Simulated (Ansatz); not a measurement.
# Tunnelling decay and corrugation (ordered overlayer): W(110)-(2x1)-Li, hollow site; Au(100)-c(2x2)-Cl, top site; and others

A simple barrier model says that the current falls as exp(−2κz) with κ = 0.512 √φ (Å⁻¹, φ in eV). How well does that hold over real surfaces, and how fast does atomic contrast fade as the tip draws back?

**Method.** Ansatz 0.2.0, plane waves with PAW datasets (its set soft_2), functional as listed; relaxed slabs, Tersoff-Hamann images of the filled states within the window listed under the Fermi level. κ is fitted to the planar mean between 3 and 5 Å over the top atom; the model's barrier is the work function plus half the window. A setpoint is the mean density at the height named.

The runs side by side:

| surface | functional | work function (eV) | window (eV) | κ, model (Å⁻¹) | κ, fitted (Å⁻¹) | near setpoint (Å): corrugation (Å) | far setpoint (Å): corrugation (Å) |
| --- | --- | --- | --- | --- | --- | --- | --- |
| W(110)-(2x1)-Li, hollow site | PBE-D3(BJ) | 2.43 | 0.20 | 0.81 | 0.81 | 2.5: 0.678 | 4: 0.317 |
| Ir(100)-(2x1)-Mn, hollow site | PBEsol | 3.90 | 0.40 | 1.04 | 1.10 | 2.5: 1.177 | 4: 0.602 |
| W(100)-c(2x2)-Se, hollow site | PBEsol | 4.07 | 0.50 | 1.06 | 1.26 | 3: 1.216 | 5: 0.777 |
| Ta(100)-c(2x2)-Pb, hollow site | PBEsol | 4.59 | 0.30 | 1.12 | 1.28 | 3: 0.971 | 4.5: 0.556 |
| Ir(100)-c(2x2)-P, top site | PBE | 4.80 | 0.20 | 1.13 | 1.25 | 3: 0.150 | 4.5: 0.011 |
| Ta(110)-(rectangular two-atom cell)-O, hollow site | LDA | 4.87 | 0.20 | 1.14 | 1.26 | 3: 0.612 | 4.5: 0.386 |
| Ni(111)-(√3×√3)R30°-H, hcp site | PBE-D3(BJ) | 5.14 | 0.20 | 1.17 | 1.28 | 2.5: 0.078 | 4: 0.024 |
| Pb(111)-(2x1)-P, fcc site | LDA | 5.26 | 0.30 | 1.19 | 1.28 | 3: 1.242 | 5: 0.546 |
| Rh(110)-(1x2)-H, top site | PBEsol | 5.31 | 0.50 | 1.21 | 1.34 | 3: 0.553 | 4.5: 0.390 |
| Au(100)-c(2x2)-Cl, top site | PBE | 7.02 | 0.30 | 1.37 | 1.55 | 3: 1.312 | 4.5: 0.726 |

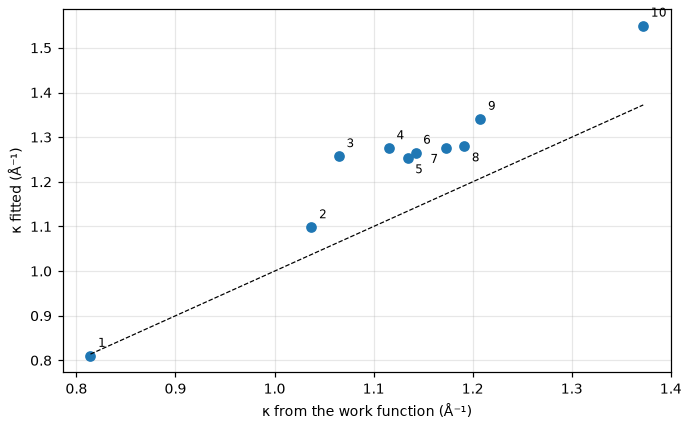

Fitted against model decay constants; points are numbered as the table's rows, and the dashed line marks equality.

**Answer.** The fitted κ is 1.00 to 1.19 times the model's, and larger in 9 of 10. Momentum along the surface adds to κ² and raises it, while a barrier that has not reached its full height this near the surface lowers it. Worked for W(110)-(2x1)-Li, hollow site: 0.512 × √(2.43 + 0.10) = 0.81 Å⁻¹; with the fitted 0.81 Å⁻¹ the current falls by exp(2 × 0.81) = 5.1 per Å. Where it is still over 0.005 Å at the far setpoint (10 rows), the corrugation falls by a factor of 1.3 to 5.7 per Å.

**Limits.** The model has an s-wave tip and no forces between tip and sample. Semilocal potentials reach the vacuum level too fast, without an image tail. The surfaces are built from prototypes and need not be the stable ones; functionals, windows and heights differ between rows (the narrowest window from 0.2 eV on is taken, and runs with charge in the vacuum are left out), and rows with Cr, Mn, Fe, Co, Ni or Gd rest on one magnetic start or none. The table is a selection: not every member that was run is listed.
